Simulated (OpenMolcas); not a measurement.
## Run report: Tc⁴⁺ complex, multiconfigurational calculation (part 2 of 2)

Continued. System: Tc⁴⁺ with 6 ligands (Cl; octahedron, 2.41 Å), neutralised by 6 outer point charges of +0.33 e, whose field is part of the energies. Method: state-averaged CASSCF, active space 3 electrons in the shell 4d, basis ANO-RCC-VDZP on the metal and ANO-RCC-VDZP on the ligands, DKH2 scalar Hamiltonian, spin-orbit coupling by RASSI with atomic mean-field integrals (OpenMolcas).

The program's output (extracts), continued:
```
--- RASSI ---
SPIN-FREE ENERGIES:
  (Shifted by EMIN (a.u.) =      -7048.7776349162)

 SF State       Relative EMIN(au)   Rel lowest level(eV)    D:o, cm**(-1)

     1             0.0000000000        0.0000000000              0.0000
    11             0.0639169147        1.7392678530          14028.1413
    12             0.0639169147        1.7392678530          14028.1413
    13             0.0670119856        1.8234890230          14707.4308
    14             0.0670119856        1.8234890230          14707.4308
    15             0.0670119856        1.8234890230          14707.4308
    16             0.0988481955        2.6897964273          21694.6713
    17             0.0988481955        2.6897964273          21694.6713
    18             0.0988481955        2.6897964273          21694.6713
     2             0.1003078115        2.7295146014          22015.0199
     3             0.1003078115        2.7295146014          22015.0199
     4             0.1003078115        2.7295146014          22015.0199
     5             0.1309446392        3.5631851533          28739.0264
     6             0.1309446392        3.5631851533          28739.0264
     7             0.1309446392        3.5631851533          28739.0264
    19             0.1496041568        4.0709364956          32834.3172
    20             0.1524401795        4.1481086041          33456.7522
    21             0.1524401795        4.1481086041          33456.7522
    22             0.1524401795        4.1481086041          33456.7522
    23             0.1589844876        4.3261882984          34893.0618
    24             0.1589844876        4.3261882984          34893.0618
    25             0.1589844876        4.3261882984          34893.0618
    26             0.1671351482        4.5479790726          36681.9250
    27             0.1671351482        4.5479790726          36681.9250
    28             0.1750834388        4.7642630790          38426.3732
    29             0.1750834388        4.7642630790          38426.3732
    30             0.1750834388        4.7642630790          38426.3732
    31             0.1977466084        5.3809593399          43400.3640
    32             0.1977466084        5.3809593399          43400.3640
    33             0.1977466084        5.3809593399          43400.3640
    34             0.2060291585        5.6063390097          45218.1736
     8             0.2169673809        5.9039832047          47618.8359
     9             0.2169673809        5.9039832047          47618.8359
    10             0.2169673809        5.9039832047          47618.8359
    35             0.2492068885        6.7812648969          54694.5900
    36             0.2492068885        6.7812648969          54694.5900
    37             0.2538818492        6.9084770590          55720.6253
    38             0.2538818492        6.9084770590          55720.6253
    39             0.2538818492        6.9084770590          55720.6253
    40             0.2568150656        6.9882939425          56364.3918
Eigenvalues of complex Hamiltonian:
   -----------------------------------
  (Shifted by EMIN (a.u.) =      -7048.7776349162)

 SO State       Relative EMIN(au)   Rel lowest level(eV)    D:o, cm**(-1)

     1            -0.0005202233        0.0000000000              0.0000
     2            -0.0005202233        0.0000000000              0.0000
     3            -0.0005202233        0.0000000000              0.0000
     4            -0.0005202233        0.0000000000              0.0000
     5             0.0629780428        1.7278758438          13936.2585
     6             0.0629780428        1.7278758438          13936.2585
     7             0.0629780428        1.7278758436          13936.2585
     8             0.0629780428        1.7278758436          13936.2585
     9             0.0658445129        1.8058764694          14565.3760
    10             0.0658445129        1.8058764694          14565.3760
    11             0.0658445129        1.8058764700          14565.3760
    12             0.0658445129        1.8058764700          14565.3760
    13             0.0669906032        1.8370631745          14816.9137
    14             0.0669906032        1.8370631745          14816.9137
    15             0.0966670175        2.6445995477          21330.1338
    16             0.0966670175        2.6445995477          21330.1338
    17             0.0966670175        2.6445995484          21330.1339
    18             0.0966670175        2.6445995484          21330.1339
    19             0.0972889742        2.6615238519          21466.6376
    20             0.0972889742        2.6615238519          21466.6376
    21             0.1005110360        2.7492006195          22173.7984
    22             0.1005110360        2.7492006195          22173.7984
    23             0.1010484291        2.7638238301          22291.7425
    24             0.1010484291        2.7638238293          22291.7425
    25             0.1010484291        2.7638238301          22291.7425
    26             0.1010484291        2.7638238293          22291.7425
    27             0.1013149824        2.7710771152          22350.2442
    28             0.1013149824        2.7710771152          22350.2442
    29             0.1014001620        2.7733949701          22368.9390
    30             0.1014001620        2.7733949708          22368.9390
    31             0.1014001620        2.7733949708          22368.9390
    32             0.1014001620        2.7733949701          22368.9390
    33             0.1300133794        3.5520002809          28648.8143
    34             0.1300133794        3.5520002809          28648.8143
    35             0.1309648458        3.5778910006          28857.6371
    36             0.1309648458        3.5778910001          28857.6371
    37             0.1309648458        3.5778910001          28857.6371
    38             0.1309648458        3.5778910006          28857.6371
    39             0.1314492808        3.5910731474          28963.9583
    40             0.1314492808        3.5910731474          28963.9583
    41             0.1314523983        3.5911579791          28964.6425
Weights of the five most important spin-orbit-free states for each spin-orbit state.

 SO State  Total energy (au)           Spin-free states, spin, and weights
 -------------------------------------------------------------------------------------------------------
    1        -0.000520       1 1.5  0.9950    4 1.5  0.0013   16 0.5  0.0012   17 0.5  0.0010    3 1.5  0.0005
    2        -0.000520       1 1.5  0.9950    2 1.5  0.0013   18 0.5  0.0013   17 0.5  0.0010    3 1.5  0.0006
    3        -0.000520       1 1.5  0.9950   18 0.5  0.0014    3 1.5  0.0010    2 1.5  0.0010   16 0.5  0.0005
    4        -0.000520       1 1.5  0.9950   16 0.5  0.0013    4 1.5  0.0011    3 1.5  0.0009   17 0.5  0.0007
    5         0.062978      12 0.5  0.6811   11 0.5  0.2969    2 1.5  0.0057    3 1.5  0.0043    4 1.5  0.0027
    6         0.062978      12 0.5  0.6811   11 0.5  0.2969    2 1.5  0.0057    3 1.5  0.0043    4 1.5  0.0027
    7         0.062978      11 0.5  0.6811   12 0.5  0.2969    4 1.5  0.0058    3 1.5  0.0041    2 1.5  0.0028
    8         0.062978      11 0.5  0.6811   12 0.5  0.2969    4 1.5  0.0058    3 1.5  0.0041    2 1.5  0.0028
    9         0.065845      15 0.5  0.6326   14 0.5  0.2637   13 0.5  0.0816   16 0.5  0.0086   17 0.5  0.0058
   10         0.065845      15 0.5  0.6326   14 0.5  0.2637   13 0.5  0.0816   16 0.5  0.0086   17 0.5  0.0058
   11         0.065845      13 0.5  0.5703   14 0.5  0.3882   15 0.5  0.0193   18 0.5  0.0095   17 0.5  0.0040
   12         0.065845      13 0.5  0.5703   14 0.5  0.3882   15 0.5  0.0193   18 0.5  0.0095   17 0.5  0.0040
```

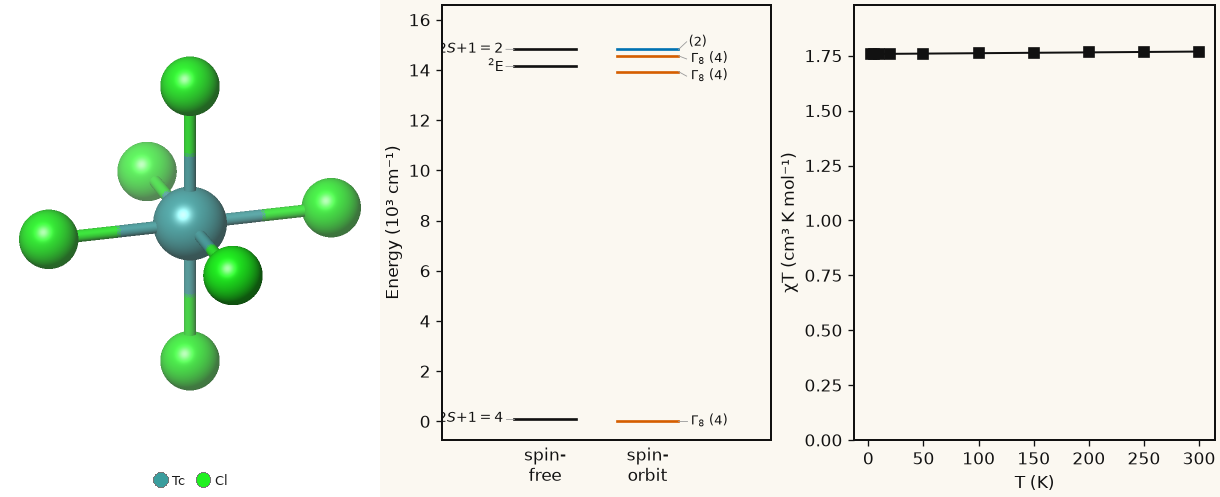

Tc⁴⁺ (4d³) with 6 ligands, Cl⁻, at 2.41 Å (arrangement: octahedron, Oh), neutralised by outer point charges of +0.33 e, and its levels and susceptibility. Labels give the representation in O, Td, D4 or D3 as the site allows (double group for half-integer spin) where it could be assigned and, in brackets, the degeneracy; spin-free states, where drawn, share the zero of the spin-orbit levels. Powder susceptibility by Van Vleck's formula. The ground level is Γ₈, 4-fold degenerate, 100 % from states of spin multiplicity 4. The next level lies at 13,900 cm⁻¹ (Γ₈). χT is 1.76 cm³ K mol⁻¹ at 2 K and 1.77 at 300 K, an effective moment of 3.76 μB. The active orbitals hold 69 to 89 % metal character (Löwdin), and the Mulliken charge of the metal is +1.03.

Input:
```
&GATEWAY
Coord
7

Tc 0.0 0.0 0.0
Cl 2.410000 0.000000 0.000000
Cl 0.000000 2.410000 0.000000
Cl -2.410000 0.000000 0.000000
Cl 0.000000 -2.410000 0.000000
Cl 0.000000 0.000000 2.410000
Cl 0.000000 0.000000 -2.410000
Basis=Tc.ANO-RCC-VDZP,Cl.ANO-RCC-VDZP
Group=XYZ
NoMove
AngMom=0.0 0.0 0.0
AMFI
RICD
XField
3 Angstrom 0
4.810000 0.000000 0.000000 0.333333
0.000000 4.810000 0.000000 0.333333
0.000000 0.000000 4.810000 0.333333
&SEWARD
&RASSCF
FileOrb=start.orb
Symmetry=1
Spin=4
nActEl=3 0 0
Inactive=36 36
Ras2=5 0
CIRoot=10 10 1
SDav=10
CIMx=300
Iter=150 100
PrWF=0.3
OrbListing=Nothing
MaxOrb=0
LevShft=1.0
>>> COPY $Project.JobIph JOB001
&RASSCF
FileOrb=start.orb
Symmetry=1
Spin=2
nActEl=3 0 0
Inactive=36 36
Ras2=5 0
CIRoot=40 40 1
SDav=40
CIMx=300
Iter=150 100
PrWF=0.3
OrbListing=Nothing
MaxOrb=0
LevShft=1.0
>>> COPY $Project.JobIph JOB002
&RASSI
NrOfJobIphs=2 10 40
1 2 3 4 5 6 7 8 9 10
1 2 3 4 5 6 7 8 9 10 11 12 13 14 15 16 17 18 19 20 21 22 23 24 25 26 27
28 29 30 31 32 33 34 35 36 37 38 39 40
IphNames
JOB001
JOB002
EJob
SpinOrbit
DIPRint=1.0
SOCoupling=1000.0
Subsets=2
Property=9
'ANGMOM' 1 'ANGMOM' 2 'ANGMOM' 3 'MLTPL  1' 1 'MLTPL  1' 2 'MLTPL  1' 3
'AMFI' 1 'AMFI' 2 'AMFI' 3
SOProperty=3
'ANGMOM' 1 'ANGMOM' 2 'ANGMOM' 3
```

The file start.orb holds starting orbitals from an earlier step. A driver script formed the levels outside the program, from RASSI's spin-orbit matrix and the active-space energies, averaged over the components of each term or state.

Launched with:
```bash
OMP_NUM_THREADS=1 MOLCAS_MEM=2457 MOLCAS_PROJECT=a pymolcas a.inp > a.log  # once for each step of the input, in one work folder
```

Results in brief:

| quantity | value |
| --- | --- |
| outcome | converged |
| energy of the lowest spin-free term | −7048.77763 hartree |
| energy of the lowest spin-orbit level | −7048.77816 hartree |
| largest spread among components of a term | 0.0 cm⁻¹ |
| hardware | 1 thread of Arm Neoverse V1, 24 GiB of memory available, shared host |
| wall time | 36 s |
| peak memory | 0.38 GiB |

Remarks:

Without dynamic correlation the splittings between terms come out too large, often by 20 to 50 %. To bear in mind: covalent bonds, ligand orbitals missing from the active space; distances are set from ionic radii, not optimised.
